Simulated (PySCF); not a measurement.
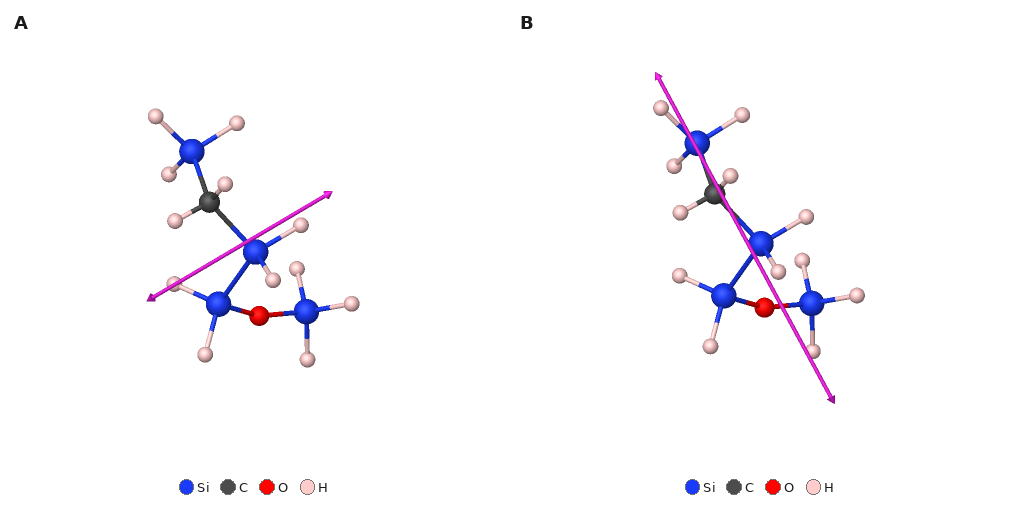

The double arrows show the directions of two transition dipoles from the ground state (lengths mean nothing). The computed structure is the end point of a GFN2-xTB optimisation. No frequency run is at hand to confirm it as a minimum. Method: TDDFT ωB97X-D/def2-SVPD, vertical, gas phase, core orbitals frozen in the response (PySCF 2.14.0).

One belongs to singlet state 4 and one to singlet state 6. Which is which?

A: state 6, 7.70 eV (161 nm), oscillator strength 0.020, mainly HOMO−1 → LUMO+1 (weight 0.59).
B: state 4, 7.34 eV (169 nm), oscillator strength 0.081, mainly HOMO−2 → LUMO (weight 0.80).

The geometry is semi-empirical. Around Si such bond lengths and angles can be off by a tenth of an ångström or more and by several degrees, and values that hang on the shape move with them.
